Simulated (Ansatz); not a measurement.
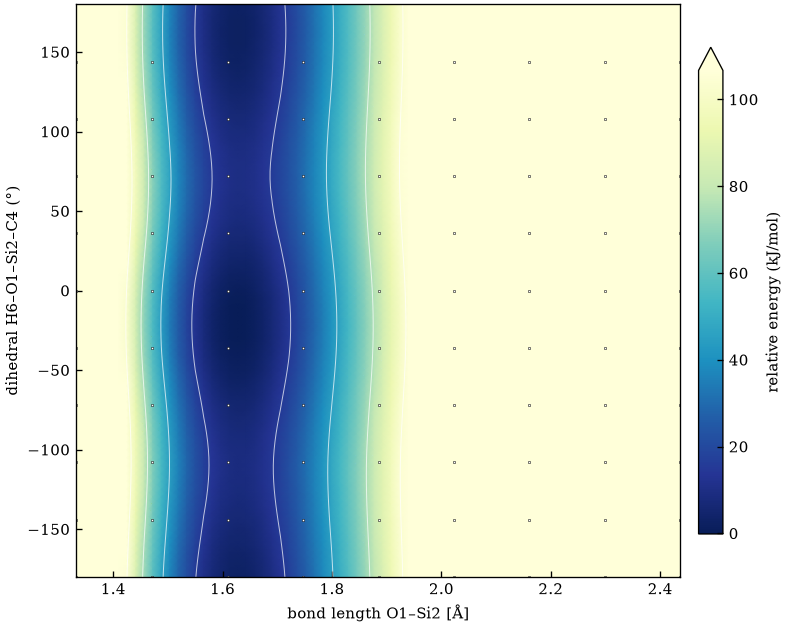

CH2FNOSi, SMILES O[Si]1(F)C=N1. The first coordinate is: bond length O1–Si2; the second: dihedral H6–O1–Si2–C4. Nothing is relaxed (all other coordinates rigid). Grid: 9 × 10 points. Points are written as (first, second). Energies are in kJ/mol, from the relaxed molecule at the same level. The reference is spin-restricted, which grows unreliable where a bond is stretched far. The calculation used Ansatz 0.2.0, RKS r2SCAN0-D4/def2-SVP.

The picture shows a smooth colour map with a few white contour lines, dots at the grid points, one colour for all values above the top of the scale. Between grid points the surface is interpolated.

Question: Estimate the position of the minimum and the force constants in these coordinates.

Answer: The interpolated minimum is at bond length O1–Si2 ≈ 1.624 Å, dihedral H6–O1–Si2–C4 ≈ −22°. The curvatures there are about 36 eV/Å² and 0.18 eV/rad², with a cross term of about 0 eV/(Å·rad). Round the minimum the two coordinates are nearly uncoupled. (1 eV is 96.5 kJ/mol.)
